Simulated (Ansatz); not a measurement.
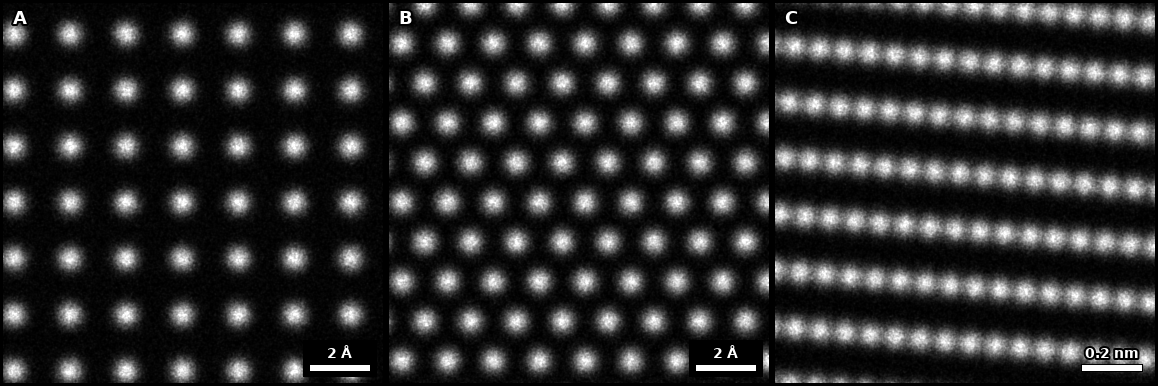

Three views of Ir (Fm-3m, No. 225) along different zone axes. Simulated incoherent Z contrast: every atom adds Z^1.8 spread by a probe of 0.60 Å full width; channelling and multiple scattering are left out. Shot noise was added. Atomic positions: a calculation's starting geometry.

```
CELL_PARAMETERS angstrom
3.84000 0.00000 0.00000
0.00000 3.84000 0.00000
0.00000 0.00000 3.84000
ATOMIC_POSITIONS crystal
Ir 0.00000 0.00000 0.00000
Ir 0.00000 0.50000 0.50000
Ir 0.50000 0.00000 0.50000
Ir 0.50000 0.50000 0.00000
```

Q: Match the panels to the zone axes [001], [111] and [210].

A is [001]: projected cell 1.92 × 1.92 Å, 90°, plane group p4mm. B is [111]: projected cell 1.57 × 1.57 Å, 120°, plane group p6mm. C is [210]: projected cell 0.86 × 1.92 Å, 90°, plane group p2mm.
